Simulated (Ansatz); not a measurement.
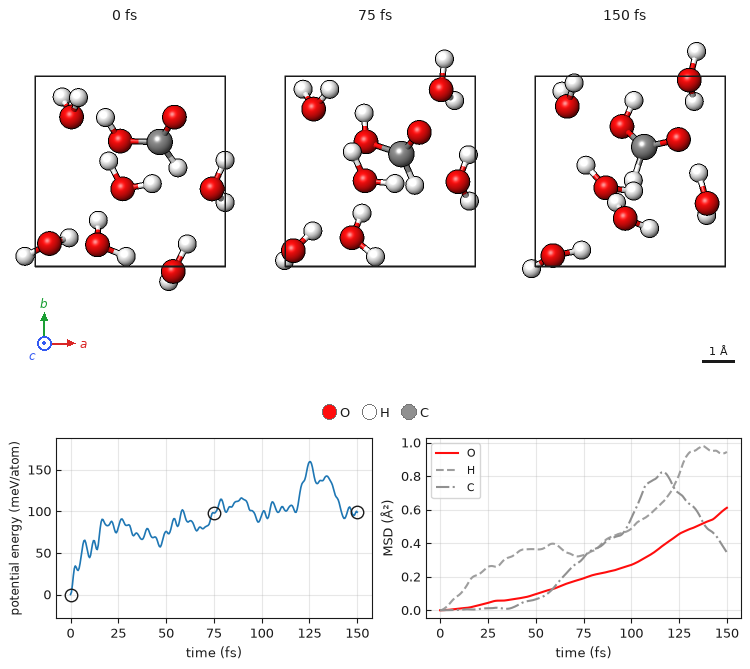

First-principles dynamics of a periodic cell with 6 H2O + 1 HCOOH at 1.17 g/cm³, 150 fs long. Frames and the history of the run. The picture is a ball-and-stick view of the simulation cell, seen along the c axis. Atoms that leave the cell re-enter on the other side.

Computed with DFT PBE-D3(BJ), scalar-relativistic, plane waves, PAW in Ansatz 0.2.0. Settings: plane-wave cutoff 420 eV; k-point mesh 1 × 1 × 1; Fermi-Dirac smearing 0.02 eV; low-accuracy preset; Langevin thermostat (NVT); set temperature 1000 K; time step 0.5 fs; friction 0.02 per fs.

Input file:
```yaml
accuracy: low
crystal:
  lattice:
    - [6.024897, 0.0, 0.0]
    - [0.0, 6.024897, 0.0]
    - [0.0, 0.0, 6.024897]
  atoms:
    - { symbol: O, position: [0.45654411, 0.40382798, 0.50265814] }
    - { symbol: H, position: [0.61157857, 0.43109951, 0.54354296] }
    - { symbol: H, position: [0.38290267, 0.54972664, 0.50909652] }
    - { symbol: O, position: [0.32374036, 0.10995355, 0.84691416] }
    - { symbol: H, position: [0.32784878, 0.23903452, 0.74548334] }
    - { symbol: H, position: [0.47459447, 0.04883894, 0.8184762] }
    - { symbol: O, position: [0.92576855, 0.40363189, 0.61104603] }
    - { symbol: H, position: [0.99412281, 0.55433777, 0.60819902] }
    - { symbol: H, position: [0.99422244, 0.33212153, 0.47980267] }
    - { symbol: O, position: [0.72167265, 0.97000742, 0.70149043] }
    - { symbol: H, position: [0.79534025, 1.11443752, 0.68341972] }
    - { symbol: H, position: [0.69797462, 0.91709472, 0.54961453] }
    - { symbol: O, position: [0.18770148, 0.78170436, 0.53630549] }
    - { symbol: H, position: [0.22395468, 0.8833282, 0.66010312] }
    - { symbol: H, position: [0.1383438, 0.88686562, 0.4200933] }
    - { symbol: O, position: [0.07151329, 0.11676108, 0.23750663] }
    - { symbol: H, position: [-0.05758994, 0.04957536, 0.16647858] }
    - { symbol: H, position: [0.17502026, 0.14690992, 0.11345739] }
    - { symbol: O, position: [0.44324726, 0.65483484, 0.02809043] }
    - { symbol: C, position: [0.65054027, 0.6503888, 0.10466489] }
    - { symbol: O, position: [0.72795975, 0.78063134, 0.23850968] }
    - { symbol: H, position: [0.36582952, 0.77858154, 0.1013087] }
    - { symbol: H, position: [0.74601195, 0.51454767, 0.02570827] }
basis:
  ecutwfc: 420.0
kpoints:
  mp_grid: { grid: [1, 1, 1] }
hamiltonian:
  xc: pbe
  dispersion: d3bj
scf:
  occupations: { method: fermi_dirac, width: 0.02 }
  lower_state_search: "off"
md:
  timestep: 0.5
  n_steps: 300
  ensemble: nvt_langevin
  temperature: 1000.0
  initial_velocities: maxwell_boltzmann
  seed: 849346
  friction: 0.02
```

Run as
```bash
ansatz run input.yaml --threads 1 --pin off --max-ram 3072MiB --backend cpu --events-out ev --progress --plain --runs-dir out
```

### What do the frames and curves show?

Root-mean-square distances from the starting positions over the second half, with the common drift of all atoms taken out: H 0.81 Å, C 0.75 Å, O 0.61 Å. The heavy atoms stay within a fraction of a molecule's size of their starting places; so short a run doesn't tell a liquid from a solid. The mean temperature in the second half is 961 K (standard deviation 154 K). The potential energy in the second half lies on average 112 meV per atom above the first frame.

Limits of the set-up: the program's low-accuracy preset was used; the periodic images lie only 6.0 Å apart, so the values are limited by the cell's size.
